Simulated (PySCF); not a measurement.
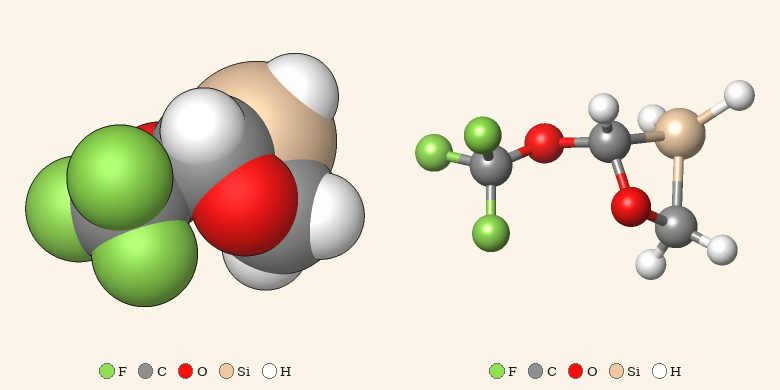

Both panels show the same species.

Computed geometry: GFN2-xTB optimisation. No frequency run is at hand to confirm it as a minimum.

Which formula does it have?

C3H5F3O2Si, 14 atoms: 3 carbon, 5 hydrogen, 3 fluorine, 2 oxygen and 1 silicon.

Give the symmetry (Schoenflies symbol).

C1.

Name functional groups in it.

Among them: ether, C–F bond, Si–H bond.

What is its SMILES?

FC(F)(F)O[C@H]1OC[SiH2]1

How many bonds of each kind are drawn?

4 C–O, 3 C–F, 3 C–H, 2 C–Si, 2 Si–H.

The parts below concern this one geometry. Atoms keep their numbers from picture to picture.

### Shape

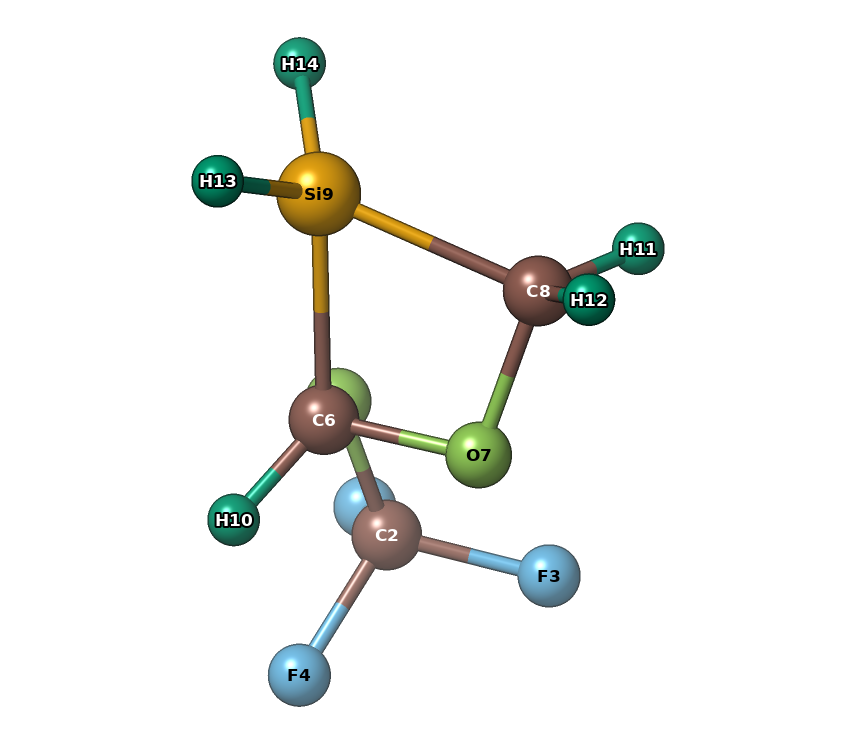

O5 lies behind C6. The molecule seen nearly along the C6–O5 bond, C6 in front. Distant atoms are faded towards the background colour. No frequency run is at hand to confirm it as a minimum.

What is the torsion angle Si9–C6–O5–C2? The sign is positive where the front bond must turn clockwise to cover the back bond.

163°, antiperiplanar (anti).

### Dipole moment

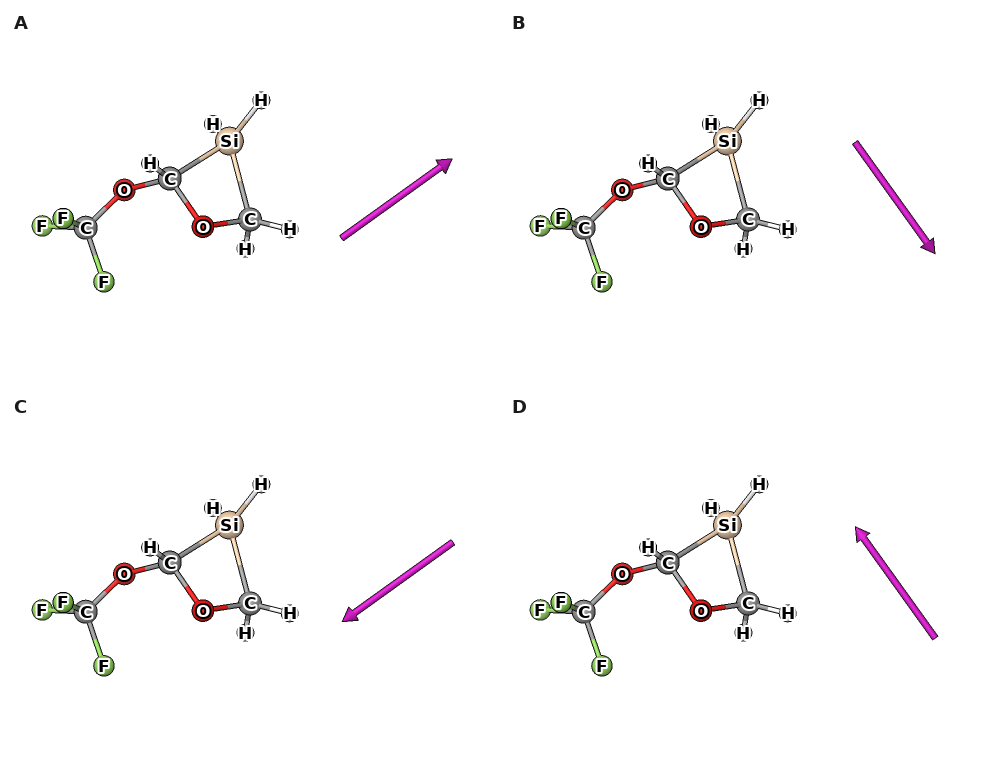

The same molecule four times, each with an arrow. No frequency run is at hand to confirm it as a minimum. Properties computed with CAM-B3LYP/def2-SVPD, gas phase (PySCF 2.14.0).

Which arrow points along the dipole moment, from the negative to the positive end?

A. The dipole moment is 4.50 D.

### Polarisability

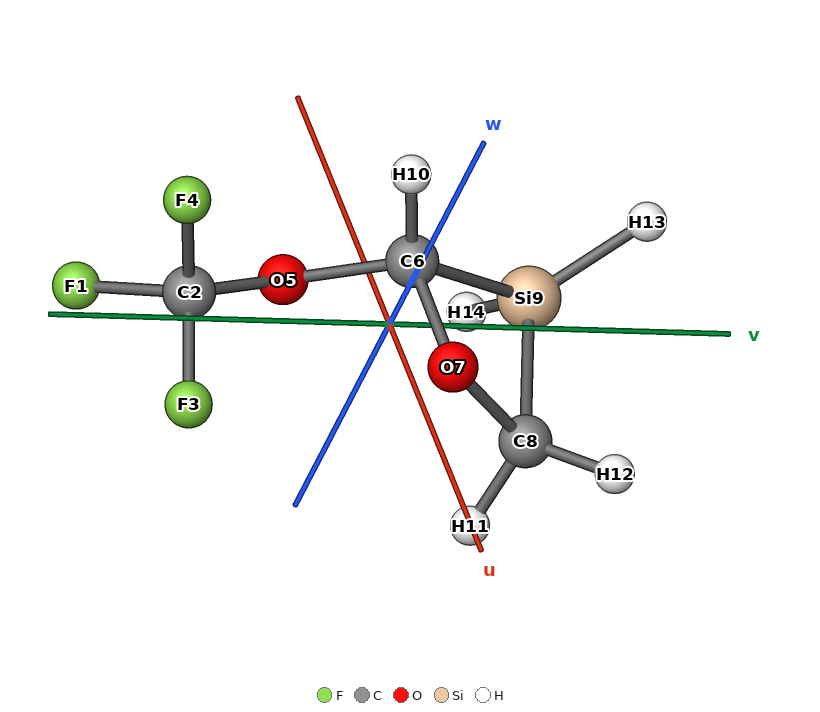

The lines u, v and w are the principal axes of the static dipole polarisability. No frequency run is at hand to confirm it as a minimum. Computed with CAM-B3LYP/def2-SVPD (PySCF 2.14.0).

Along which axis is the molecule most polarisable, and along which least?

Most along v, least along w.

Give the three principal values.

u 69.0, v 79.8, w 62.7 bohr³; mean 70.5, anisotropy 14.9 bohr³.

### Excitation

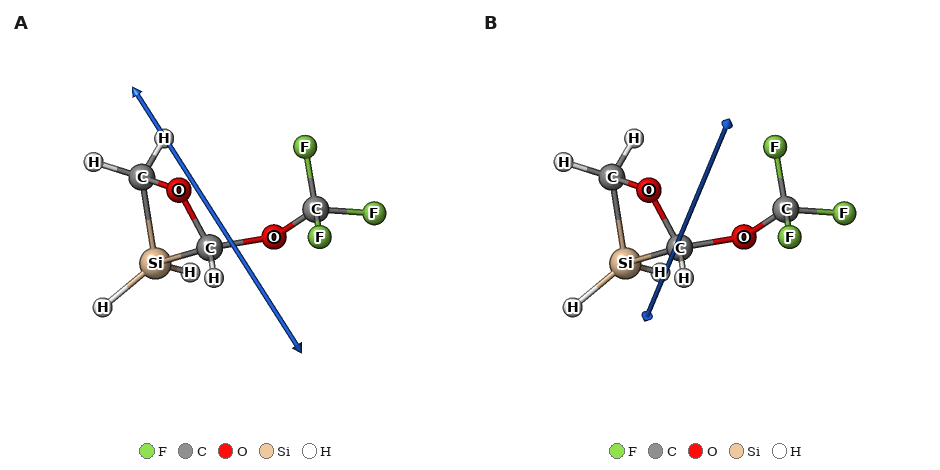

The double arrows show the directions of two transition dipoles from the ground state (lengths mean nothing). No frequency run is at hand to confirm it as a minimum. Method: TDDFT CAM-B3LYP/def2-SVPD, vertical, gas phase, core orbitals frozen in the response (PySCF 2.14.0).

One belongs to singlet state 3 and one to singlet state 5. Which is which?

A: state 5, 7.96 eV (156 nm), oscillator strength 0.022, mainly HOMO−1 → LUMO+2 (weight 0.59).
B: state 3, 7.49 eV (166 nm), oscillator strength 0.064, mainly HOMO−2 → LUMO (weight 0.71).

The geometry is semi-empirical. Around Si such bond lengths and angles can be off by a tenth of an ångström or more and by several degrees, and values that hang on the shape move with them.
